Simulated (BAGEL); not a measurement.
# A workflow on SiHCl2F (SMILES F[SiH](Cl)Cl)

Aim: the energy (HF/def2-SVP), then a single-point energy (NEVPT2(2,2)/def2-SVP), then a single-point energy (CASPT2(2,2)/def2-SVP) of SiHCl2F. 

The calculation is run with BAGEL 1.2.2.

2 further runs of the same task are left out: 2 set aside as unsound or not needed.

## (1) The molecule

SiHCl2F has 5 atoms, charge 0, and is taken as a singlet. As SMILES, `F[SiH](Cl)Cl`. The Si2–Cl4 distance was set to 2.732 Å, away from the relaxed value.

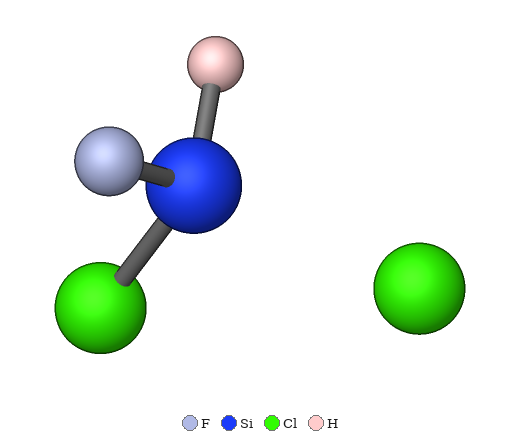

The structure, seen from a chosen angle (fluorine light blue, silicon blue, chlorine green, hydrogen pink).

## (2) A single-point energy at HF/def2-SVP (density fitting with svp-jkfit) (run 1)

Contents of hf.json:

```json
{ "bagel": [

{
  "title": "molecule",
  "basis": "svp",
  "df_basis": "svp-jkfit",
  "angstrom": "false",
  "geometry": [
    { "atom": "F", "xyz": [  0.86638463, -0.58883488,  3.58496353 ] },
    { "atom": "Si", "xyz": [  1.01794066,  0.60981840,  0.85223058 ] },
    { "atom": "Cl", "xyz": [ -0.16805145,  4.23941537,  1.06142326 ] },
    { "atom": "Cl", "xyz": [ -2.06509271, -2.09513935, -2.28335608 ] },
    { "atom": "H", "xyz": [  3.64012463,  0.50078120, -0.04198782 ] }
  ]
},
{
  "title": "hf"
},
{
  "title": "print",
  "file": "orbitals.molden",
  "orbitals": "true"
}

]}
```

Run with:

```bash
$ BAGEL_NUM_THREADS=1 BAGEL hf.json > hf.out
```

What it wrote:

```text
* using 1 threads per process

  ===============================================================
  ===============================================================

  *** Geometry ***

  { "atom" : "F", "xyz" : [      0.866385,     -0.588835,      3.584964 ] },
  { "atom" : "Si", "xyz" : [      1.017941,      0.609818,      0.852231 ] },
  { "atom" : "Cl", "xyz" : [     -0.168051,      4.239415,      1.061423 ] },
  { "atom" : "Cl", "xyz" : [     -2.065093,     -2.095139,     -2.283356 ] },
  { "atom" : "H", "xyz" : [      3.640125,      0.500781,     -0.041988 ] },

  Number of auxiliary basis functions:      479

  Since a DF basis is specified, we compute 2- and 3-index integrals:
    o Being stored without compression. Storage requirement is 0.020 GB

  Number of basis functions:       73
  Number of electrons      :       58

    * METHOD: MOLECULE                             0.22

  *** RHF ***

  === Nuclear Repulsion ===
   252.4682344376

      * DIIS with orbital gradients will be used.

  === RHF iteration (svp) ===
      0      -1307.38487472          0.01882167           0.09
      1      -1307.50984317          0.01218375           0.09
      2      -1307.57401050          0.00102678           0.09
      3      -1307.57508040          0.00039467           0.09
      4      -1307.57522469          0.00009895           0.08
      5      -1307.57524163          0.00002614           0.08
      6      -1307.57524311          0.00000736           0.08
      7      -1307.57524319          0.00000161           0.09
      8      -1307.57524319          0.00000051           0.08
      9      -1307.57524320          0.00000017           0.09
     10      -1307.57524320          0.00000007           0.09
     11      -1307.57524320          0.00000002           0.09
     12      -1307.57524320          0.00000001           0.08
    * SCF iteration converged.

    * Permanent dipole moment:
           (   -1.174798,    -0.826383,    -0.453474) a.u.

    * METHOD: HF                                   1.32

    * METHOD: PRINT                                0.01

  ===============================================================
```

Run time: 1.7 s. Hardware: 1 thread of Arm Neoverse V1, shared host; peak memory 0.15 GiB.

## (3) A single-point energy at NEVPT2(2,2)/def2-SVP (density fitting with svp-jkfit) (run 2)

Contents of calc.json:

```json
{ "bagel" : [

{
  "title" : "molecule",
  "basis" : "svp",
  "df_basis" : "svp-jkfit",
  "angstrom" : false,
  "geometry" : [
    { "atom" : "F", "xyz" : [  0.86638463, -0.58883488,  3.58496353 ] },
    { "atom" : "Si", "xyz" : [  1.01794066,  0.60981840,  0.85223058 ] },
    { "atom" : "Cl", "xyz" : [ -0.16805145,  4.23941537,  1.06142326 ] },
    { "atom" : "Cl", "xyz" : [ -2.06509271, -2.09513935, -2.28335608 ] },
    { "atom" : "H", "xyz" : [  3.64012463,  0.50078120, -0.04198782 ] }
  ]
},
{
  "title" : "hf"
},
{
  "title" : "nevpt2",
  "nstate" : 1,
  "nact" : 2,
  "nclosed" : 28,
  "active" : [27, 30],
  "maxiter" : 200,
  "natocc" : true,
  "ncore" : 16
},
{
  "title" : "print",
  "file" : "orbitals.molden",
  "orbitals" : true
}

]}
```

Run with:

```bash
$ BAGEL_NUM_THREADS=1 BAGEL calc.json > calc.out
```

What it wrote:

```text
* using 1 threads per process

  ===============================================================
  ===============================================================

  *** Geometry ***

  { "atom" : "F", "xyz" : [      0.866385,     -0.588835,      3.584964 ] },
  { "atom" : "Si", "xyz" : [      1.017941,      0.609818,      0.852231 ] },
  { "atom" : "Cl", "xyz" : [     -0.168051,      4.239415,      1.061423 ] },
  { "atom" : "Cl", "xyz" : [     -2.065093,     -2.095139,     -2.283356 ] },
  { "atom" : "H", "xyz" : [      3.640125,      0.500781,     -0.041988 ] },

  Number of auxiliary basis functions:      479

  Since a DF basis is specified, we compute 2- and 3-index integrals:
    o Being stored without compression. Storage requirement is 0.020 GB

[... 18 lines left out ...]
    * SCF iteration converged.
[... 1 line left out ...]
    * Permanent dipole moment:
[... 28 lines left out ...]
    * Second-order optimization converged. *

     guess   0:   closed 1.                   open ..

  === FCI iteration ===

      0  0     -1307.57287832     6.20e-02      0.00
      1  0     -1307.59531548     1.26e-02      0.00
      2  0 *   -1307.59701351     9.19e-16      0.00

     * ci vector, state   0, <S^2> = 0.0000
       2.     0.9810761120
       .2    -0.1936224739

  === DF-NEVPT2 calculation ===

    * 3-index integral transformation done
    * assembly done

      NEVPT2 correlation energy:   -0.5225114608      0.10

          (+0)     -0.4378823199
          (+0)'    -0.0210158522
          (+1)     -0.0207891143
          (+1)'    -0.0000000000
          (+2)     -0.0009042686
          (-1)     -0.0380002021
          (-1)'     0.0000000000
          (-2)     -0.0039197038

      NEVPT2 total energy:       -1308.1195249742

    * METHOD: NEVPT2                               6.23

    * METHOD: PRINT                                0.01

  ===============================================================
```

Run time: 8.1 s. Hardware: 1 thread of Arm Neoverse V1, shared host; peak memory 0.15 GiB.

## (4) The energy at CASPT2(2,2)/def2-SVP (density fitting with svp-jkfit) (run 3)

Contents of caspt2.json:

```json
{ "bagel" : [

{
  "title" : "molecule",
  "basis" : "svp",
  "df_basis" : "svp-jkfit",
  "angstrom" : false,
  "geometry" : [
    { "atom" : "F", "xyz" : [  0.86638463, -0.58883488,  3.58496353 ] },
    { "atom" : "Si", "xyz" : [  1.01794066,  0.60981840,  0.85223058 ] },
    { "atom" : "Cl", "xyz" : [ -0.16805145,  4.23941537,  1.06142326 ] },
    { "atom" : "Cl", "xyz" : [ -2.06509271, -2.09513935, -2.28335608 ] },
    { "atom" : "H", "xyz" : [  3.64012463,  0.50078120, -0.04198782 ] }
  ]
},
{
  "title" : "hf"
},
{
  "title" : "casscf",
  "nstate" : 1,
  "nact" : 2,
  "nclosed" : 28,
  "active" : [27, 30],
  "maxiter" : 200,
  "natocc" : true
},
{
  "title" : "print",
  "file" : "orbitals.molden",
  "orbitals" : true
},
{
  "title" : "smith",
  "method" : "caspt2",
  "ms" : true,
  "xms" : true,
  "sssr" : true,
  "shift" : 0.2,
  "shift_imag" : true,
  "ncore" : 16
}

]}
```

Run with:

```bash
$ BAGEL_NUM_THREADS=1 BAGEL caspt2.json > caspt2.out
```

What it wrote:

```text
* using 1 threads per process

  ===============================================================
  ===============================================================

  *** Geometry ***

  { "atom" : "F", "xyz" : [      0.866385,     -0.588835,      3.584964 ] },
  { "atom" : "Si", "xyz" : [      1.017941,      0.609818,      0.852231 ] },
  { "atom" : "Cl", "xyz" : [     -0.168051,      4.239415,      1.061423 ] },
  { "atom" : "Cl", "xyz" : [     -2.065093,     -2.095139,     -2.283356 ] },
  { "atom" : "H", "xyz" : [      3.640125,      0.500781,     -0.041988 ] },

  Number of auxiliary basis functions:      479

  Since a DF basis is specified, we compute 2- and 3-index integrals:
    o Being stored without compression. Storage requirement is 0.020 GB

[... 18 lines left out ...]
    * SCF iteration converged.
[... 1 line left out ...]
    * Permanent dipole moment:
[... 27 lines left out ...]
    * Second-order optimization converged. *
[... 9 lines left out ...]
     * ci vector, state   0, <S^2> = 0.0000
[... 16 lines left out ...]
    * Zeroth order energy : state  0       -0.8715608425
[... 4 lines left out ...]
       #      aibj      arbs      arbi      airj      risj      airs      arst      rist         Etot      error   time
[... 2 lines left out ...]
       0  -0.43706  -0.00465  -0.03839  -0.02187  -0.00119  -0.01854  -0.00000  -0.00000   -0.5216822  0.0012408   0.06
       1  -0.43718  -0.00466  -0.03845  -0.02204  -0.00123  -0.01874  -0.00000  -0.00000   -0.5222994  0.0001548   0.05
       2  -0.43718  -0.00466  -0.03844  -0.02205  -0.00123  -0.01874  -0.00000  -0.00000   -0.5223108  0.0000250   0.05
       3  -0.43718  -0.00466  -0.03844  -0.02205  -0.00124  -0.01874  -0.00000  -0.00000   -0.5223111  0.0000043   0.05
       4  -0.43718  -0.00466  -0.03844  -0.02205  -0.00124  -0.01874  -0.00000  -0.00000   -0.5223111  0.0000006   0.05

      ------------------------------------------------------------------------------------------------------------------

    * CASPT2 energy : state  0    -1308.1216646565
        w/o shift correction      -1308.1193246035
        reference weight              0.8611071305

    * METHOD: SMITH                                0.48

  ===============================================================
```

Wall time 8.1 s (1 thread of Arm Neoverse V1, shared host); peak memory 0.15 GiB.

## (5) Results

| quantity | value |
| --- | --- |
| run 1, HF/def2-SVP: total energy | -1307.57524 Eh |
| run 1, HF/def2-SVP: dipole moment | 3.83 D |
| run 1, HF/def2-SVP: HOMO energy | -11.54 eV |
| run 1, HF/def2-SVP: LUMO energy | 0.50 eV |
| run 1, HF/def2-SVP: HOMO–LUMO gap | 12.05 eV |
| run 2, NEVPT2(2,2)/def2-SVP: total energy | -1308.11952 Eh |
| run 3, CASPT2(2,2)/def2-SVP: total energy | -1308.12166 Eh |
